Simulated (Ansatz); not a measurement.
H₂SbSi (SMILES [SiH2]=[Sb]) (doublet)

Input file:

```
crystal:
  periodic: [false, false, false]
  atoms:
    - {symbol: Sb, position_ang: [-1.382586, 2.037179, -1.915677]}
    - {symbol: Si, position_ang: [-2.286317, 0.880486, -0.033485]}
    - {symbol: H, position_ang: [-3.369446, 1.411891, 0.848093]}
    - {symbol: H, position_ang: [-1.845108, -0.472566, 0.421862]}
basis:
  gaussian: {orbitals: def2-TZVPD}
magnetization: {spin_polarized: true, initial_magnetization: 1}
hamiltonian: {xc: pbe0}
output: {forces: true, orbitals: {seedname: orbitals}}
```

Run with:

```sh
ansatz run input.yaml --threads 1 --pin off --max-ram 2610MiB --events-out events.jsonl --progress --plain --runs-dir runs
```

Geometry: r2SCAN-D4/def2-SVP; ⟨S²⟩ = 0.83, above the pure value of 0.75; core potentials replace the inner electrons of Sb.

Theory: Ansatz, isolated molecule in a Gaussian basis; Kohn-Sham density functional theory, functional PBE0.

### What will maps of the electron density, electron localisation function and spin density show?

Si–Sb (2.39 Å): ρ is about 0.62 e/Å³ halfway; the ELF peaks at about 0.85 between the atoms: localised, covalent bonding.
Si–H (1.49 Å): the density is about 0.79 e/Å³ at the midpoint; the ELF climbs to about 1 towards the hydrogen, as it does in any bond to H.
The unpaired spin (1 electron) lies mostly on Sb1 (about 1.1), in electrons by Hirshfeld's partition, with opposite, polarisation-induced spin on Si2.

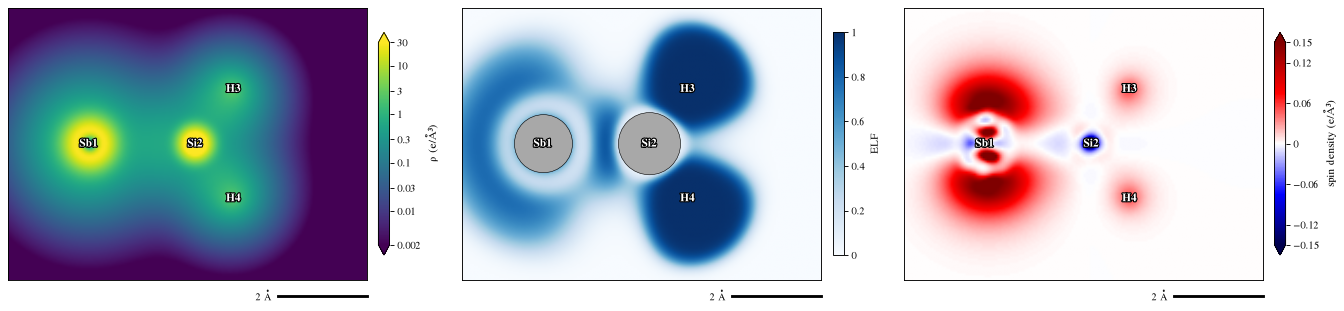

Computed electron density, electron localisation function and spin density on the molecular plane, in this order. Grey discs cover the atomic cores in the ELF map. 
